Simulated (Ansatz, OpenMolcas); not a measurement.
## SiHCl2 (SMILES Cl[SiH]Cl): methods side by side

The species is SiHCl2 (4 atoms), meant as a doublet with charge 0. SMILES: `Cl[SiH]Cl`. The coordinates come from a PBE0-D4/def2-TZVP relaxation.

```xyz
4

Cl   -1.6466    0.1778    0.8894
Si    0.1876   -0.4142    0.2000
Cl    0.2509   -0.2813   -1.8417
H     1.2082    0.5177    0.7524
```

Quantity: the energy change with the Si2–Cl3 bond stretched from 2.047 to 4.094 Å, in eV. The values are calculated.

| level | kind | program | value (eV) | less FCI/STO-3G | CPU time (all runs) |
| --- | --- | --- | --- | --- | --- |
| UHF/STO-3G | Hartree–Fock | OpenMolcas | 3.12 | +0.02 | 5.9 s |
| UPBE/STO-3G | GGA | OpenMolcas | 3.49 | +0.39 | 34 s |
| U-r2SCAN/STO-3G | meta-GGA | Ansatz | 3.66 | +0.56 | 29 s |
| UBHLYP/STO-3G | global hybrid | Ansatz | 3.56 | +0.46 | 8.3 s |
| U-wB97X/STO-3G | range-separated hybrid | Ansatz | 3.75 | +0.65 | 74 s |
| UB2PLYP/STO-3G | double hybrid | Ansatz | 3.44 | +0.34 | 10 s |
| UCCSDT/STO-3G | coupled cluster or CI | Ansatz | 3.10 | 0.00 | 4.3 s |
| FCI/STO-3G | exact in the basis | Ansatz | 3.10 | 0.00 | 5.2 s |

FCI/STO-3G is exact within its basis and frozen core, so for wave-function methods in that basis the difference is their error; functionals converge differently with the basis, so for them it is only a difference. The first shape isn't each level's own minimum. The values span 3.10 to 3.75 eV. Spin contamination of the reference (⟨S²⟩ at least 0.1 too high) touches UHF/STO-3G, UCCSDT/STO-3G. All rows use very small basis sets, so none should be taken for the real molecule's value. Times are those of the runs behind each value, whatever else they computed, on shared processors of several kinds: orders of magnitude only.

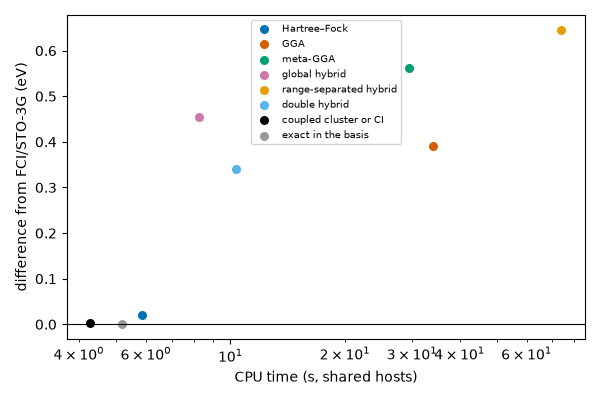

Difference from FCI/STO-3G against processor time, one point a level.
